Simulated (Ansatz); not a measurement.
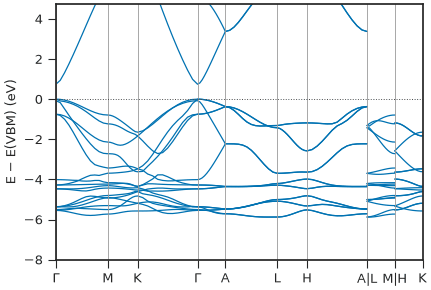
*Band structure from PBE (plane waves, PAW; program Ansatz)*

Read off the gap and where the band edges lie.

About 0.7 eV (0.74 eV by a search for the band edges); maximum at Γ, minimum at Γ.

The material is ZnO (wurtzite, space group No. 186).

Space group P6_3mc (wurtzite). The cell was relaxed with PBE under the symmetry of its start.

Potentials: the later of the program's two PAW sets.
